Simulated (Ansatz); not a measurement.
# BClH2S2: small, medium and large basis sets

How large a basis does BClH2S2 need? Two functionals are run in growing sets.

The runs use Ansatz 0.2.0, Gaussian basis; one geometry, several basis sets.

The runs, in order: PBE0-D4/def2-SVP; ωB97M-V/def2-SVP; PBE0-D4/def2-QZVPP; ωB97M-V/def2-QZVPP; the functionals' def2-TZVPP values are taken from earlier runs.

**1. The relaxed structure**

All runs share one geometry, relaxed beforehand with PBE0-D4 in a triple-zeta def2 set.

6 atoms, charge 0, spin multiplicity 1.

Atoms are counted from 1 here; the program's logs count them from 0.

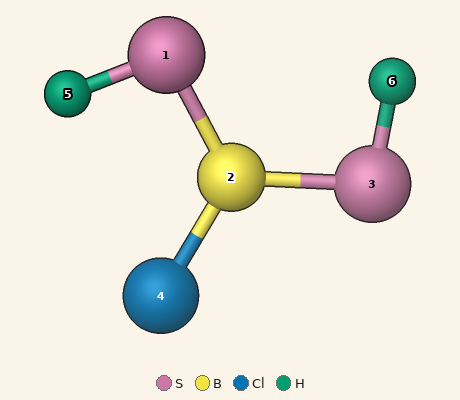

The structure; sulfur pink, boron yellow, chlorine blue, hydrogen teal; atoms are numbered from 1 in the order of the file.

**2. PBE0-D4 in def2-SVP**

The input, in.yaml:

```yaml
crystal:
  periodic: [false, false, false]
  atoms:
    - {symbol: S, position_ang: [-0.171343, 1.324810, -0.600054]}
    - {symbol: B, position_ang: [-0.129250, -0.364588, 0.006225]}
    - {symbol: S, position_ang: [1.125680, -0.907553, 1.168937]}
    - {symbol: Cl, position_ang: [-1.305650, -1.563576, -0.503952]}
    - {symbol: H, position_ang: [-1.247507, 1.179379, -1.389828]}
    - {symbol: H, position_ang: [1.770271, 0.267427, 1.272573]}
basis:
  gaussian: {orbitals: def2-SVP}
hamiltonian: {xc: pbe0, dispersion: d4}
output: {orbitals: {seedname: orbitals}}
```

Started as:

```console
$ ansatz run in.yaml --threads 4 --pin off --events-out ev --progress --plain --max-ram 10444MiB
```

Log:

```text
Functional definition: PBE0
  name "PBE0"
  cite "Adamo & Barone, J. Chem. Phys. 110, 6158 (1999) doi:10.1063/1.478522"
  cite "Perdew, Burke & Ernzerhof, Phys. Rev. Lett. 77, 3865 (1996) doi:10.1103/PhysRevLett.77.3865"
  parent pbe
  parameter a = 0.25
  parameter kappa = 0.804
  parameter beta = 0.06672455060314922
  exchange = (1 - a)*pbe_x(kappa = kappa, mu = beta*pi^2/3) + a*exact_x
  correlation = pbe_c(beta = beta)
732 factors; integrals over basis functions are off by at most 1.3e-3 eV
mean field evaluation 1: about -34880.7904 eV, gradient 1.2e1 eV
mean field evaluation 2: about -34880.9229 eV, gradient 1.1e1 eV
mean field evaluation 4: about -34881.2627 eV, gradient 4.4e-1 eV
mean field evaluation 8: about -34881.3653 eV, gradient 6.3e-2 eV
mean field evaluation 16: about -34881.3653 eV, gradient 5.3e-5 eV
mean field -34881.36534516 eV, -1281.8665329961 hartree, gradient 5.3e-5 eV, S^2 0.000000; 0 other end points of the search recorded, 0 dependent functions left out
reference -34881.36536518 eV, -1281.8665337318 hartree; 28, 28 occupied and 50, 50 virtual orbitals, 732 factors
Total energy: -34881.52543662 eV, -1281.8724162486 hartree
```

It took 0.7 s on 4 threads of Arm Neoverse V1, shared host.

**3. ωB97M-V in def2-SVP**

in.yaml: that of step 2 with these lines changed.

```diff
@@ -11,3 +11,3 @@
   gaussian: {orbitals: def2-SVP}
-hamiltonian: {xc: pbe0, dispersion: d4}
+hamiltonian: {xc: {name: wB97M-V}}
 output: {orbitals: {seedname: orbitals}}
```

Same command.

Log (excerpt; [...] marks lines left out):

```text
Functional definition: wB97M-V
  name "wB97M-V"
  cite "Mardirossian & Head-Gordon, J. Chem. Phys. 144, 214110 (2016) doi:10.1063/1.4952647"
  cite "Becke, J. Chem. Phys. 107, 8554 (1997) doi:10.1063/1.475007"
  cite "Vydrov & Van Voorhis, J. Chem. Phys. 133, 244103 (2010) doi:10.1063/1.3521275"
  # Of w^i u^j: cxij and so on, Table III.
[...]
  gx(w, u) = 1 - cx + cx01*u + cx10*w
  gss(w, u) = css00 + css04*u^4 + css10*w + css20*w^2 + css43*w^4*u^3
  gos(w, u) = cos00 + cos10*w + (cos20 + cos21*u)*w^2 + (cos60 + cos61*u)*w^6
[...]
      + integral(e_c_pw_mod_opposite_spin*gos(b97_w_opposite, b97_u_opposite)) + vv10(b, c)
732 factors; integrals over basis functions are off by at most 1.3e-3 eV
219 factors; integrals over basis functions are off by at most 9.7e-6 eV
[...]
mean field -34891.92960466 eV, -1282.2547623720 hartree, gradient 4.2e-5 eV, S^2 0.000000; 0 other end points of the search recorded, 0 dependent functions left out
reference -34891.92963608 eV, -1282.2547635266 hartree; 28, 28 occupied and 50, 50 virtual orbitals, 732 factors
Total energy: -34891.92963608 eV, -1282.2547635266 hartree
```

It took 2.8 s on 4 threads of Arm Neoverse V1, shared host.

**4. PBE0-D4 in def2-QZVPP**

in.yaml: that of step 3 with these lines changed.

```diff
@@ -10,4 +10,4 @@
 basis:
-  gaussian: {orbitals: def2-SVP}
-hamiltonian: {xc: {name: wB97M-V}}
+  gaussian: {orbitals: "def2-QZVPP.json"}
+hamiltonian: {xc: pbe0, dispersion: d4}
 output: {orbitals: {seedname: orbitals}}
```

Launched as before.

Log:

```text
Functional definition: PBE0
  name "PBE0"
  cite "Adamo & Barone, J. Chem. Phys. 110, 6158 (1999) doi:10.1063/1.478522"
  cite "Perdew, Burke & Ernzerhof, Phys. Rev. Lett. 77, 3865 (1996) doi:10.1103/PhysRevLett.77.3865"
  parent pbe
  parameter a = 0.25
  parameter kappa = 0.804
  parameter beta = 0.06672455060314922
  exchange = (1 - a)*pbe_x(kappa = kappa, mu = beta*pi^2/3) + a*exact_x
  correlation = pbe_c(beta = beta)
1435 factors; their error is unknown
mean field evaluation 1: about -34893.4910 eV, gradient 2.3e1 eV
mean field evaluation 2: about -34893.0277 eV, gradient 2.7e1 eV
mean field evaluation 4: about -34894.8308 eV, gradient 9.6e-1 eV
mean field evaluation 8: about -34894.8701 eV, gradient 2.6e-1 eV
mean field evaluation 16: about -34894.8702 eV, gradient 3.9e-5 eV
mean field -34894.87015133 eV, -1282.3628254690 hartree, gradient 3.9e-5 eV, S^2 0.000000; 0 other end points of the search recorded, 0 dependent functions left out
reference -34894.87018130 eV, -1282.3628265703 hartree; 28, 28 occupied and 299, 299 virtual orbitals, 1435 factors
Total energy: -34895.03025274 eV, -1282.3687090871 hartree
```

It took 4.6 s on 4 threads of Arm Neoverse V1, shared host; peak memory 0.97 GiB.

**5. ωB97M-V in def2-QZVPP**

in.yaml: that of step 4 with these lines changed.

```diff
@@ -11,3 +11,3 @@
   gaussian: {orbitals: "def2-QZVPP.json"}
-hamiltonian: {xc: pbe0, dispersion: d4}
+hamiltonian: {xc: {name: wB97M-V}}
 output: {orbitals: {seedname: orbitals}}
```

Launched as before.

Log (excerpt; [...] marks lines left out):

```text
Functional definition: wB97M-V
  name "wB97M-V"
  cite "Mardirossian & Head-Gordon, J. Chem. Phys. 144, 214110 (2016) doi:10.1063/1.4952647"
  cite "Becke, J. Chem. Phys. 107, 8554 (1997) doi:10.1063/1.475007"
  cite "Vydrov & Van Voorhis, J. Chem. Phys. 133, 244103 (2010) doi:10.1063/1.3521275"
  # Of w^i u^j: cxij and so on, Table III.
[...]
  gx(w, u) = 1 - cx + cx01*u + cx10*w
  gss(w, u) = css00 + css04*u^4 + css10*w + css20*w^2 + css43*w^4*u^3
  gos(w, u) = cos00 + cos10*w + (cos20 + cos21*u)*w^2 + (cos60 + cos61*u)*w^6
[...]
      + integral(e_c_pw_mod_opposite_spin*gos(b97_w_opposite, b97_u_opposite)) + vv10(b, c)
1363 factors; their error is unknown
255 factors; integrals over basis functions are off by at most 2.3e-5 eV
[...]
mean field -34905.29758744 eV, -1282.7460266778 hartree, gradient 6.7e-5 eV, S^2 0.000000; 0 other end points of the search recorded, 0 dependent functions left out
reference -34905.29763462 eV, -1282.7460284117 hartree; 28, 28 occupied and 299, 299 virtual orbitals, 1363 factors
Total energy: -34905.29763462 eV, -1282.7460284117 hartree
```

Run time: 10 s. Hardware: 4 threads of Arm Neoverse V1, shared host; peak memory 1.1 GiB.

**6. Functionals by basis**

The def2-TZVPP values come from earlier runs at the same geometry.

```tsv
functional	basis	functions	energy (eV)	from the largest (eV)	HOMO (eV)	LUMO (eV)
PBE0-D4	def2-SVP	78	-34881.5254	13.505	-7.63	-0.63
PBE0-D4	def2-TZVPP	185	-34893.9750	1.055	-7.76	-1.00
PBE0-D4	def2-QZVPP	327	-34895.0303	0.000	-7.79	-1.10
ωB97M-V	def2-SVP	78	-34891.9296	13.368	-9.70	1.49
ωB97M-V	def2-TZVPP	185	-34904.2983	0.999	-9.87	1.07
ωB97M-V	def2-QZVPP	327	-34905.2976	0.000	-9.91	0.94
```

**7. What came out**

| quantity | value |
| --- | --- |
| PBE0-D4: double and triple zeta above quadruple | 13.50, 1.06 eV |
| ωB97M-V: double and triple zeta above quadruple | 13.37, 1.00 eV |

In words: PBE0-D4 gains 12.45 eV from double to triple zeta, then 1.06 eV more. These are total energies; as a rule much of such shifts cancels in differences, which this series doesn't test. The LUMO of ωB97M-V is positive and keeps falling with the basis (1.49 to 0.94 eV): an unbound level that the basis holds in place.

For PBE0-D4 the largest set took about 7 times as long as the smallest (4.6 s against 0.7 s).
